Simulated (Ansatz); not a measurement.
# FH4NSi···NH3···NH3: what the fields show

```xyz
15

Si   -0.8855   -0.8844   -0.9863
N    -0.2400   -0.2514    1.9938
H    -0.5608   -2.1603   -0.2875
H    -1.9174    0.0377   -0.4350
N    -1.4877   -1.3539   -2.5618
H     1.6782    1.3882    0.0745
F     0.5551   -0.0050   -1.1649
H     0.4275    0.4965    1.8158
N     1.9581    1.9513    0.8703
H    -1.0753    0.0510    2.4722
H     0.1758   -1.0745    2.4040
H    -2.0501   -0.7497   -3.1388
H    -1.1638   -2.1823   -3.0355
H     2.9133    1.8211    1.1620
H     1.6725    2.9157    0.8170
```

Not at a stationary point (largest force 0.6 eV/Å).

Level of theory: RKS PBE0/6-31G (Ansatz 0.2.0).

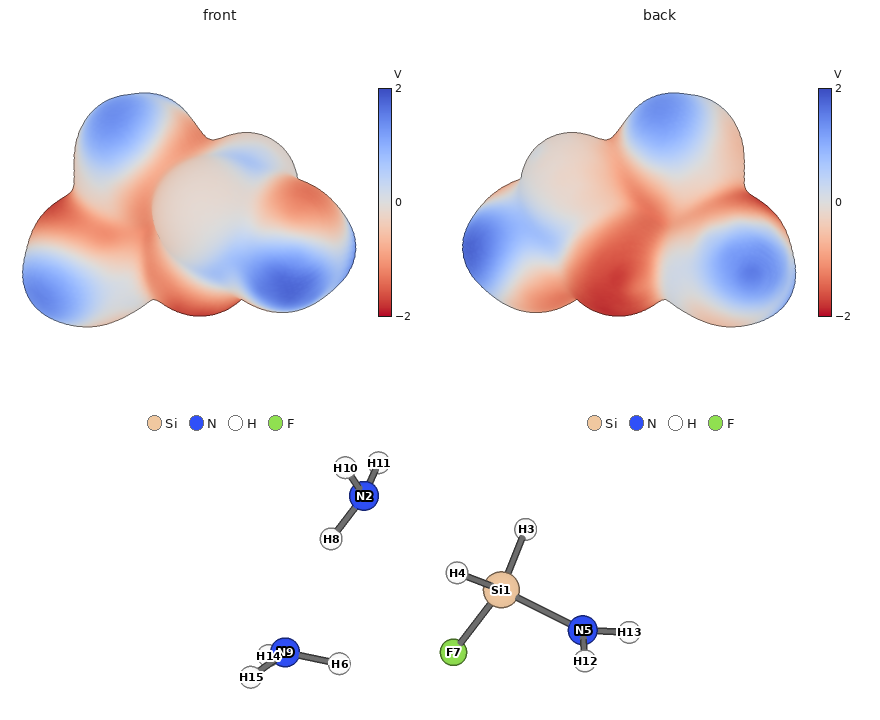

Figure 1. The molecular electrostatic potential painted on the density surface at 0.002 e/bohr³, seen from the front and from behind; the colour scale runs from red (negative) to blue (positive). The bare structure is drawn below in the same view.

**Describe the electrostatic potential map.**

The most negative region (about −1.8 V) lies over F7, the most positive (about +1.7 V) over H12 and H13.

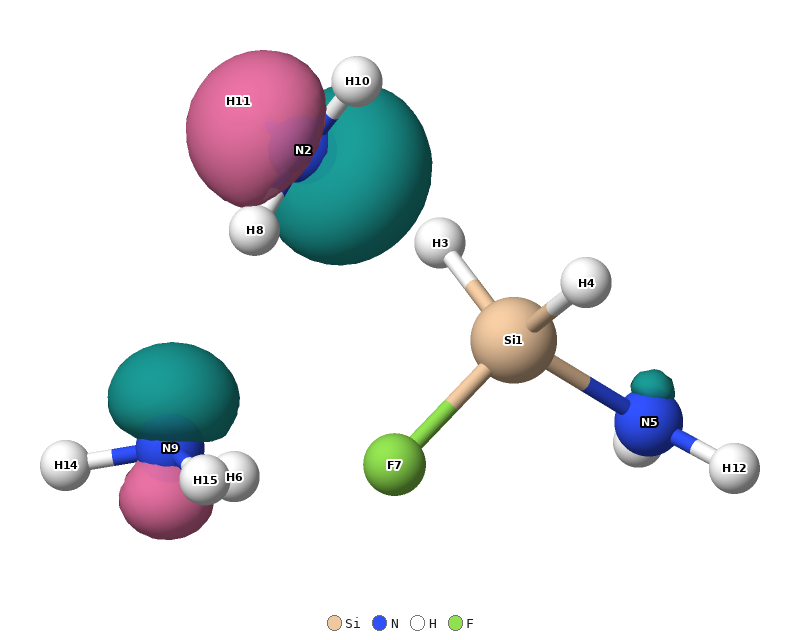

Figure 2. The HOMO at ±0.2 Å⁻³ᐟ² (teal and pink are the two phases), seen at an oblique angle.

**Where does this orbital lie, and at what energy?**

By Hirshfeld shares it lies mainly on N2 (about 60 %) and N9 (about 15 %). Its energy is −6.33 eV.

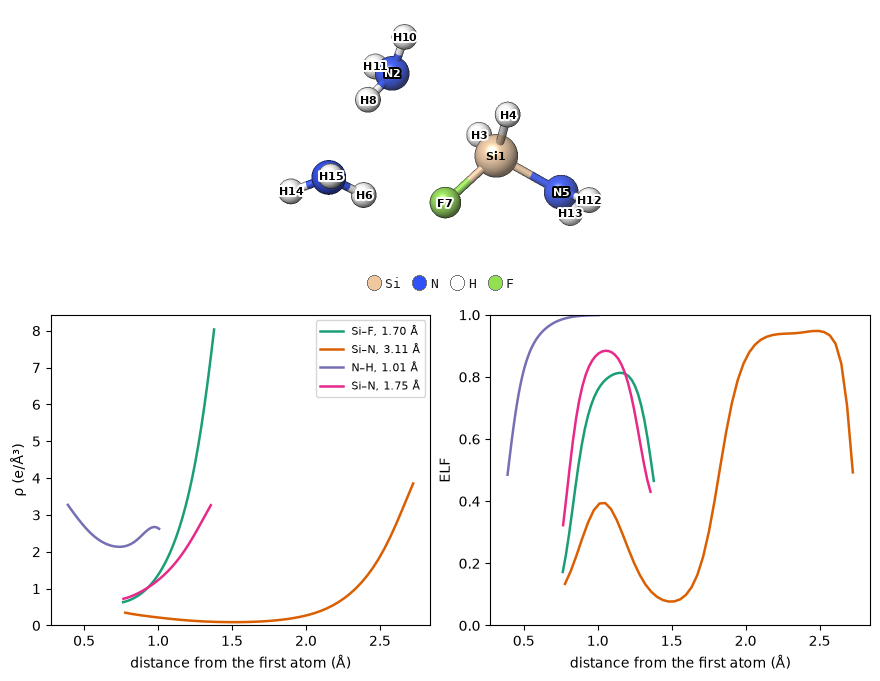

Figure 3. Electron density and electron localisation function along straight lines between neighbouring atoms. The curves leave out the atomic cores. The structure is drawn too.

**Compare the contacts.**

Si–F (1.70 Å): ρ is about 0.77 e/Å³ halfway; the ELF peaks at about 0.80 in the valence shell of F, 0.6 Å from its nucleus, and is about 0.45 at the midpoint.
Si1···N2 (3.11 Å): the density falls to about 0.09 e/Å³ on the way; the ELF dips to about 0.10 between them.
N–H (1.01 Å): ρ is about 2.7 e/Å³ halfway; the ELF climbs to about 1 towards the hydrogen, as it does in any bond to H; an ordinary covalent bond to hydrogen.
Si–N (1.75 Å): ρ at the midpoint is about 0.9 e/Å³; the ELF peaks at about 0.90 between the atoms; a shared but strongly polarised pair.
